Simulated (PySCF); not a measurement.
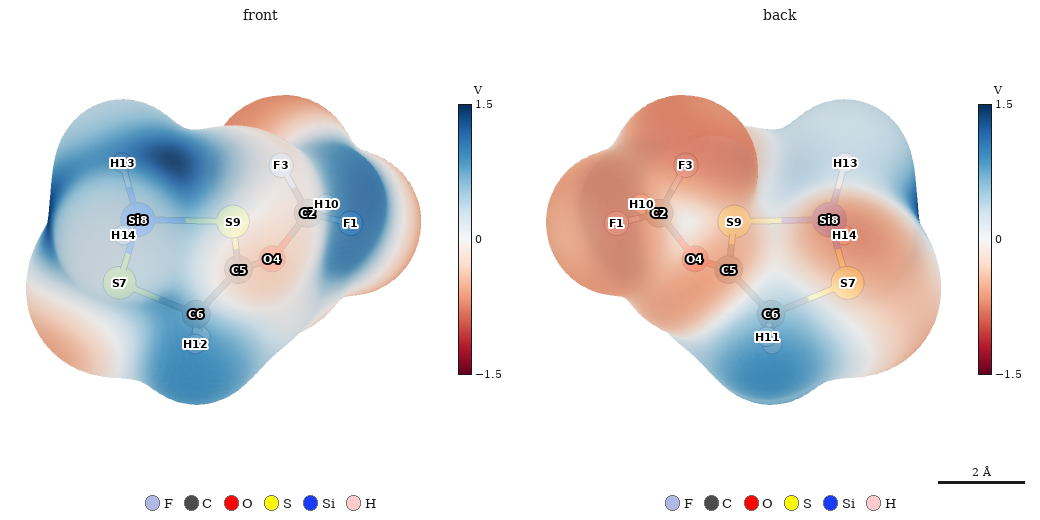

C$_{3}$H$_{5}$F$_{2}$OS$_{2}$Si (doublet). The electrostatic potential painted on the density surface at 0.001 e/bohr³, seen from the front and from behind; red is negative and blue positive.

Geometry: GFN2-xTB.

Theory: UKS B3LYP, pcH-1 on C F H O S Si, non-relativistic, mean-field spin-orbit, GIAO in PySCF 2.14.0, density-fitted response routines.

```xyz
14

F    -3.5803   -0.1932   -0.4590
C    -2.3419   -0.5462   -0.0960
F    -2.0797   -1.7120   -0.7347
O    -1.4936    0.4280   -0.4958
C    -0.2905    0.5746    0.1673
C     0.6395    1.5160   -0.4092
S     2.1828    0.6086   -1.1310
Si    2.2693   -0.8486    0.3973
S     0.2639   -0.5805    1.3060
H    -2.3256   -0.7472    0.9902
H     0.2021    2.0682   -1.2355
H     1.0865    2.1854    0.3208
H     2.2782   -2.1985   -0.1248
H     3.1885   -0.5551    1.4823
```

Describe the electrostatic potential map.

The most negative region (about −0.8 V, or −18 kcal/mol for a unit charge) lies over F3, the most positive (about +1.4 V, or +32 kcal/mol for a unit charge) over Si8.
